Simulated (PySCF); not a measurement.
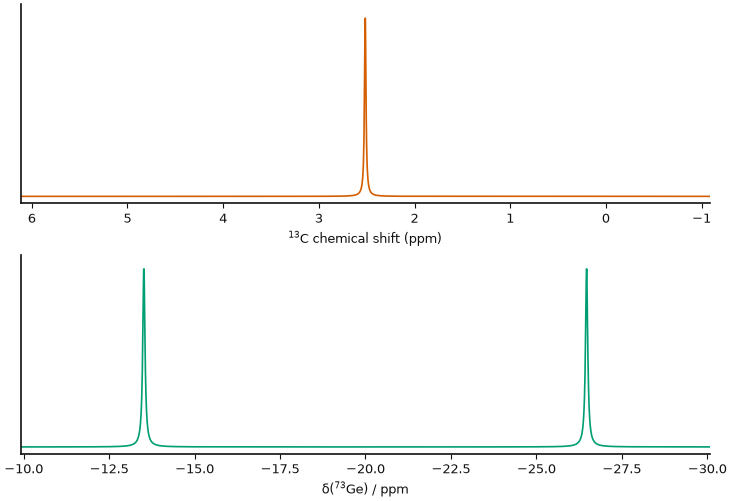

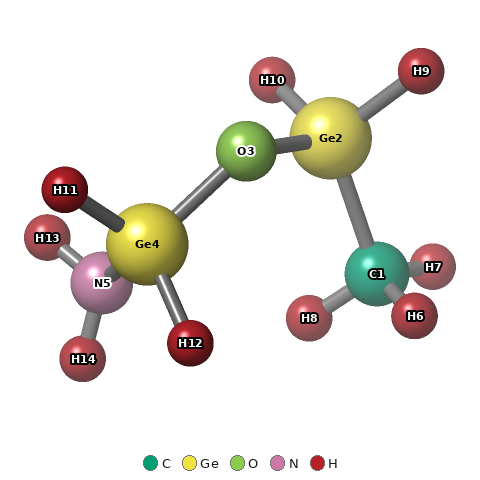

Spectrum and numbered structure of CH₉Ge₂NO, SMILES [CH3][GeH2][O][GeH2][NH2], singlet. GIAO shifts, PBE0/cc-pVDZ in PySCF 2.14.0, at a PBE0-D3(BJ)/def2-SVP geometry (no frequency check), against TMS for ¹³C and GeMe₄ for ⁷³Ge computed at the same level. Gas phase, fully decoupled, line heights follow the number of nuclei, widths are arbitrary (no quadrupolar broadening); values of one conformer, averaged over nuclei that symmetry, rotation about single bonds or inversion at nitrogen exchange, these motions taken as fast; other conformers aren't averaged in.

Where does the ¹³C line lie?

Answer. At 2.5 ppm (C1).

Assign the ⁷³Ge signals to the numbered atoms.

Answer.
```tsv
δ (ppm)	nuclei	atoms
−13.5	1	Ge2
−26.5	1	Ge4
```

Known limits of this run: relativity, spin-orbit coupling included, is left out, which matters for Ge nuclei and their neighbours.
